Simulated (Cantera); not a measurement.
Input: 1 mol CaCO3, 0.49 mol H2, equilibrated at 13.3 mbar.

Cantera equilibrium calculation (NASA polynomials, part measured and part estimated; ideal gas, pure solids and liquids). Candidate condensed phases: C, C6H6, C7H8, C8H18, Ca, CaCO3, CaO, Ca(OH)2, H2O; 115 gas species. Rates play no part.

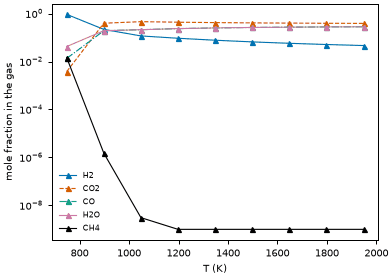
Figure. Equilibrium gas composition (values under 1e-9 drawn at 1e-9)

From 748 K to 898 K the condensed part is CaCO3(calcite) + CaO(s). From 1048 K to 1948 K the condensed part is CaO(s).
